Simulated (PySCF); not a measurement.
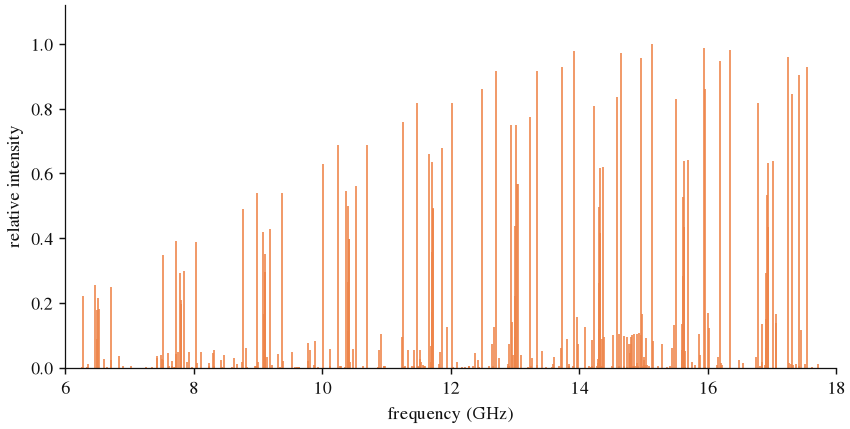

Simulated rotational absorption lines between 6 and 18 GHz at 3 K: rigid rotor with the equilibrium constants and dipole of one optimised conformer (PBE0-D3(BJ)/def2-SVP, PySCF 2.14.0), commonest isotopes; no centrifugal distortion, hyperfine structure, internal rotation or nuclear-spin weights; lines within 1 MHz of each other are summed.

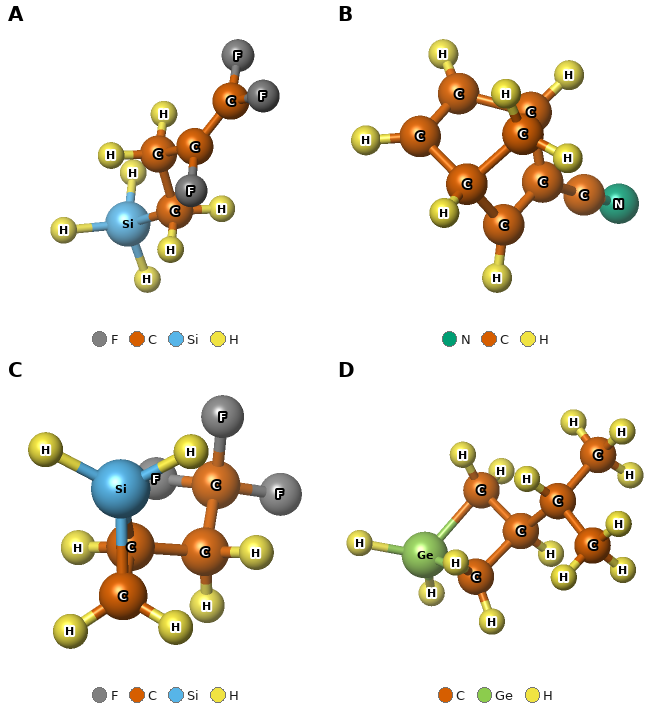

Which molecule gives this spectrum? Choose among the lettered structures.

Answer. Structure A, C₄H₇F₃Si, SMILES FC(F)=C(F)CC[SiH3]. Rotational constants A, B, C = 3.608, 0.6930, 0.6061 GHz, |μa|, |μb|, |μc| = 0.97, 0.44, 0.11 D.

Caveats: coarse grid, loose stop and no frequency check, small forces are noise and the end may be a saddle.
